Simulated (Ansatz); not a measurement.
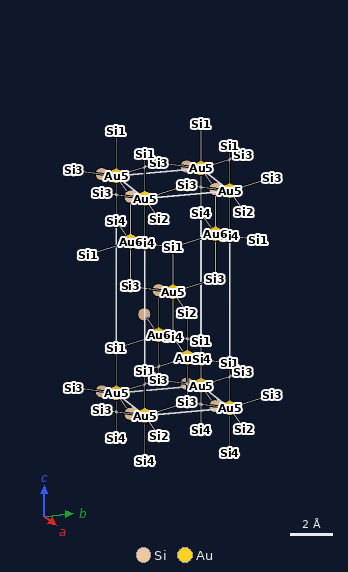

This is the input geometry for a relaxation of solid Si2Au (built on the anatase_141 type) (coarse preliminary run). The picture is a ball-and-stick view of the conventional cell (2 times the calculation's cell), seen slightly off an axis. Lengths and directions refer to the drawn axes.

Case: anatase type (I4_1/amd, No. 141).

The calculation used Ansatz 0.2.0, DFT PBE, scalar-relativistic, plane waves, PAW.

Input file:
```yaml
crystal:
  lattice:
    - [-2.1556146104, 2.1556146104, 5.4183665531]
    - [2.1556146104, -2.1556146104, 5.4183665531]
    - [2.1556146104, 2.1556146104, -5.4183665531]
  atoms:
    - { symbol: Si, position: [0.2066, 0.2066, 0.0] }
    - { symbol: Si, position: [0.9566, 0.4566, 0.5] }
    - { symbol: Si, position: [0.5434, 0.0434, 0.5] }
    - { symbol: Si, position: [0.7934, 0.7934, 0.0] }
    - { symbol: Au, position: [0.0, 0.0, 0.0] }
    - { symbol: Au, position: [0.75, 0.25, 0.5] }
basis:
  ecutwfc: 420
kpoints:
  mp_grid: { grid: [6, 6, 6] }
hamiltonian:
  xc: pbe
scf:
  occupations: { method: gaussian, width: 0.1 }
  lower_state_search: "off"
output:
  forces: true
  stress: true
  eigenvalues: true
relax:
  adjacent_minimum: "off"
  f_tol: 0.04
  max_steps: 70
  cell: { stress_tol: 0.4 }
```

Command:
```bash
ansatz run input.yaml --threads 1 --pin off --max-ram 2560MiB --backend cpu --events-out ev --progress --plain --runs-dir out
```

### Predict the outcome.

The energy falls by 1046 meV per atom in 11 accepted moves (14 points after the start). Largest force component: 2.3 eV/Å at the start, 0.012 eV/Å at the end. Pressure: 58.36 GPa at the start and 0.11 GPa at the end. The line search rejected the trial step at point 12 of the run. The SCF was repeated twice at an unchanged geometry on a basis and grid sized afresh for the cell, which shifted the energy by 27.0 meV per atom at most. The largest moves relative to the cell, 0.55 Å, are those of Si1, Si2, Si3 and Si4. Si4 goes along +c. Au stays in place. The drawn cell changes as follows: a = b 4.311 → 4.390 Å (+1.8 %), c 10.837 → 15.160 Å (+39.9 %); the volume changes by +45.1 %. Among the contacts that change: Si1–Au5 2.239 → 2.581 Å, Si1–Au6 2.206 → 2.506 Å. Among the angles between lasting bonds that change: Au6–Si4–Au6 155.4° → 122.3°, Si2–Au5–Si2 155.4° → 122.3°, Si1–Au5–Si3 77.7° → 61.2°. The space group stays I4_1/amd (No. 141). Cost: 120 s on 1 thread of Arm Neoverse V2 (shared host), peak memory 0.43 GiB.

The structure at the end:

```
Si Au
1.0
    -2.19506    2.19506    7.57988
     2.19506   -2.19506    7.57988
     2.19506    2.19506   -7.57988
Si Au
4 2
Direct
  0.17024 0.17024 0.00000
  0.92024 0.42024 0.50000
  0.57975 0.07975 0.50000
  0.82975 0.82975 0.00000
  0.00000 0.00000 0.00000
  0.75000 0.25000 0.50000
```

After the run, drawn alike:

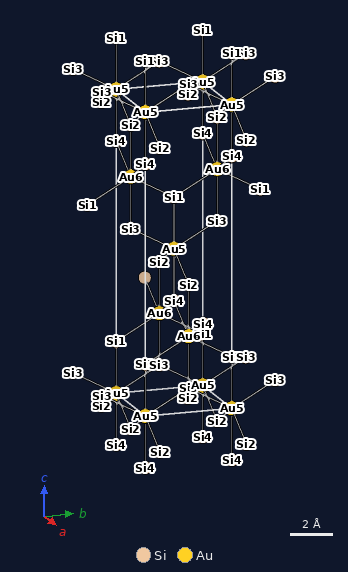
